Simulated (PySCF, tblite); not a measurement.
# C₅H₁₁O₂PSi: geometry, infrared bands and NMR shifts

What infrared bands and NMR shifts should C₅H₁₁O₂PSi (`C=C(OC)[Si@]1(P)CCO1`) show?

Programs: tblite 0.8.0 and PySCF 2.14.0, with density-fitted response routines of our own. Each step states its level of theory. These are calculated values for one molecule in the gas phase, unless marked as measured. Atoms count from 0, in the outputs and in this text.

## 1. Starting geometry

20 atoms, charge 0, multiplicity 1; geometry from: force field or distance geometry start.

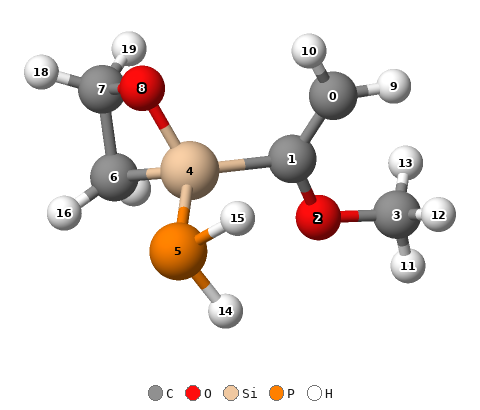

As it starts; carbon grey, oxygen red, silicon light orange, phosphorus orange, hydrogen white, atoms numbered.

## 2. Relaxing the molecule with GFN2-xTB

The job: settings as JSON, then the geometry in Å.

```
{"job": {"kind": "relax", "xc": "GFN2-xTB", "basis": "xTB"}, "charge": 0, "multiplicity": 1}
C     -0.917400     1.112800     1.249900
C     -0.726400     0.342300     0.160500
O     -1.661800    -0.484600    -0.410800
C     -2.978500    -0.501100     0.142000
Si     0.930800     0.289300    -0.668200
P      0.995400     1.528300    -2.471900
C      1.798100    -1.328200    -0.766600
C      2.579700    -0.789600     0.470200
O      2.229700     0.607900     0.319500
H     -1.878900     1.169500     1.775900
H     -0.136600     1.735100     1.663000
H     -3.588200    -1.203700    -0.439300
H     -3.452100     0.480600     0.109700
H     -2.946900    -0.880200     1.177500
H     -0.211800     1.087400    -3.045700
H      0.432400     2.697500    -1.895000
H      2.423500    -1.488400    -1.642000
H      1.203600    -2.234100    -0.570400
H      3.658900    -0.941200     0.420700
H      2.241300    -1.188900     1.441600
```

Run with:

```console
$ OMP_NUM_THREADS=1 python probes_run.py task.json out
```

The driver reads the jobs from task.json and runs them one after another.

**Question.** This job is followed by: GFN2-xTB harmonic vibrations, gas phase; GIAO PBE0/pcSseg-1 NMR shielding, non-relativistic, gas phase. Predict these results of the whole session: strongest single infrared mode (GFN2-xTB); zero-point energy (GFN2-xTB); 13C shifts against TMS (PBE0/pcSseg-1); 1H shifts against TMS (PBE0/pcSseg-1, means over atoms taken as alike); 17O shifts against H2O (PBE0/pcSseg-1); 29Si shifts against TMS (PBE0/pcSseg-1); 31P shifts against H3PO4 (PBE0/pcSseg-1); surface potential, least and greatest.

As calculated:

| quantity | value |
| --- | --- |
| strongest single infrared mode (GFN2-xTB) | 870 cm⁻¹, 175 km/mol |
| zero-point energy (GFN2-xTB) | 94.3 kcal/mol |
| 13C shifts against TMS (PBE0/pcSseg-1) | 175.2, 98.4, 70.5, 55.4, 25.3 ppm |
| 1H shifts against TMS (PBE0/pcSseg-1, means over atoms taken as alike) | 4.95, 4.95, 4.91, 4.79, 3.65, 2.14, 2.13, 1.32 ppm |
| 17O shifts against H2O (PBE0/pcSseg-1) | 131.8, 80.5 ppm |
| 29Si shifts against TMS (PBE0/pcSseg-1) | 49.8 ppm |
| 31P shifts against H3PO4 (PBE0/pcSseg-1) | -289.6 ppm |
| surface potential, least and greatest | -1.71 V and 1.01 V |

In words: The optimisation took 220 steps and gained 0.422 eV; among the close pairs (by a distance rule), Si4–C6 changed most, from 1.838 to 1.915 Å. All 54 modes are real, so the xTB geometry is a minimum. The strongest single mode, at 870 cm⁻¹, is carried by O8, Si4, C6. GFN2-xTB is a fitted tight-binding method: band positions and strengths are rough. Its intensities can rank the bands wrongly. The most deshielded carbon is C1 (alkene carbon bearing oxygen), at 175.2 ppm: an sp2 carbon further deshielded by the attached heteroatom. At PBE0/pcSseg-1: The largest span, 224 ppm, is at O2, where the paramagnetic term is -198 ppm. By nearest atom (PBE0/pcSseg-1), the HOMO sits on C0 33 %; O2 23 % and the LUMO on Si4 24 %; C0, C1 about 17 % each.
